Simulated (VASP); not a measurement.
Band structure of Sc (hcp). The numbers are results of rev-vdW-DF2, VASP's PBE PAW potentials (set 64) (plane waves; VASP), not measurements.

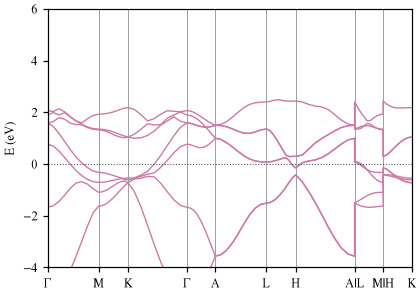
Fig. 1. Bands along high-symmetry lines, zero at the valence-band maximum or, without a gap, the Fermi level

### Question
Read the plot: is there a gap, and where are the band edges?

### Answer
It has no gap at this level: it comes out as a metal or semimetal. (Edges off the drawn lines would not show.)

The compound is Sc in the hcp structure. It was relaxed first.
